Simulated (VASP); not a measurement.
Band structure of In$_{2}$Te$_{3}$ (space group R-3m). These are LDA (Ceperley-Alder, Perdew-Zunger), VASP's LDA PAW potentials (set 64) (plane waves; VASP) values and carry that method's errors.

Unless said otherwise, spin-orbit coupling is left out, though it shifts the bands of the heavy elements here.

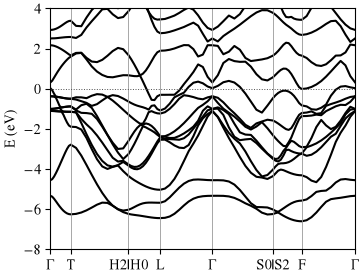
Bands along high-symmetry lines, zero at the valence-band maximum or, without a gap, the Fermi level

Problem. Read the plot: is there a gap, and where are the band edges?

Solution. It has no gap at this level: it comes out as a metal or semimetal. (Edges off the drawn lines would not show.)

The structure comes from a computed database's In2Te3 entry (R-3m); how it stands against other phases isn't given here. It was relaxed first, which changed the volume by -10 %.
